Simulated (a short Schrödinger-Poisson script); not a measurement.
Structure: symmetric double-gate stack, SiO2 on p-type Si(100), at 200 K.

```
layer  material  thickness (nm)  Na (cm⁻³)
-----  --------  --------------  ---------
1          SiO2             0.8          -
2            Si               5       1e15
3          SiO2             0.8          -
```

Constants are typed, rounded textbook-type inputs, not results; the design itself was drawn at random and stands for no fabricated device. SiO2: permittivity 3.9, conduction-band edge (eV) 3.15, gap (eV) 9, electron mass (mₑ) 0.5. Si: permittivity 11.7, conduction-band edge (eV) 0, gap (eV) 1.124, Nv at 300 K (cm⁻³) 3.1e19.

Channel valleys (confinement mass, in-plane density-of-states mass, number): Δ2 0.916, 0.19, 2; Δ4 0.19, 0.417, 4. At the gates, both at one voltage, the conduction-band edge of layer 1 lies 3.53 eV − eVg above the Fermi level of the channel. Gaps are held at their typed values at every temperature. Mesh 0.03 nm at interfaces.

Solved with a short Schrödinger-Poisson script written for these runs: 1D Poisson equation in equilibrium, electrons quantum, Hartree (BenDaniel-Duke, 12 states a valley, the channel's in-plane mass for all, wave functions free to enter the dielectric), parabolic valleys, classical holes, full ionisation, no traps, pinning or gate leakage.

Only gate voltages with over 1e8 electrons/cm² are shown.

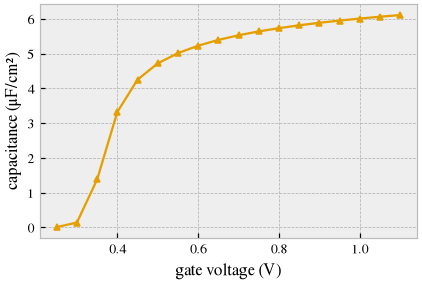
Figure: Quasi-static capacitance against gate voltage

| Vg (V) | electrons (cm⁻²) | C (μF/cm²) | Δ2 E0 (meV) | Δ2 E1 (meV) | Δ4 E0 (meV) | Δ4 E1 (meV) |
|---|---|---|---|---|---|---|
| 0.25 | 8.46e8 | 0.00808 | 145.4 | 191.5 | 188.7 | 365.8 |
| 0.3 | 1.50e10 | 0.140 | 95.8 | 141.8 | 139.1 | 316.2 |
| 0.35 | 1.97e11 | 1.38 | 51.2 | 96.7 | 94.4 | 270.9 |
| 0.4 | 9.50e11 | 3.32 | 23.1 | 66.9 | 66.0 | 240.4 |
| 0.45 | 2.15e12 | 4.25 | 7.7 | 48.9 | 50.1 | 221.3 |
| 0.5 | 3.55e12 | 4.72 | -2.3 | 35.9 | 39.7 | 207.3 |
| 0.55 | 5.08e12 | 5.02 | -9.7 | 25.7 | 32.0 | 196.0 |
| 0.6 | 6.68e12 | 5.23 | -15.5 | 17.0 | 26.0 | 186.4 |
| 0.65 | 8.33e12 | 5.40 | -20.4 | 9.5 | 21.1 | 178.0 |
| 0.7 | 1.00e13 | 5.53 | -24.7 | 2.8 | 16.9 | 170.5 |
| 0.75 | 1.18e13 | 5.64 | -28.6 | -3.4 | 13.3 | 163.7 |
| 0.8 | 1.36e13 | 5.73 | -32.2 | -9.1 | 10.1 | 157.4 |
| 0.85 | 1.54e13 | 5.82 | -35.5 | -14.4 | 7.3 | 151.5 |
| 0.9 | 1.72e13 | 5.89 | -38.8 | -19.5 | 4.6 | 146.0 |
| 0.95 | 1.90e13 | 5.95 | -42.0 | -24.3 | 2.2 | 140.8 |
| 1 | 2.09e13 | 6.01 | -45.1 | -29.0 | -0.1 | 135.8 |
| 1.05 | 2.28e13 | 6.06 | -48.2 | -33.5 | -2.3 | 131.0 |
| 1.1 | 2.47e13 | 6.11 | -51.3 | -37.9 | -4.4 | 126.4 |

Subbands count from the Fermi level. The capacitance is that of both gates.
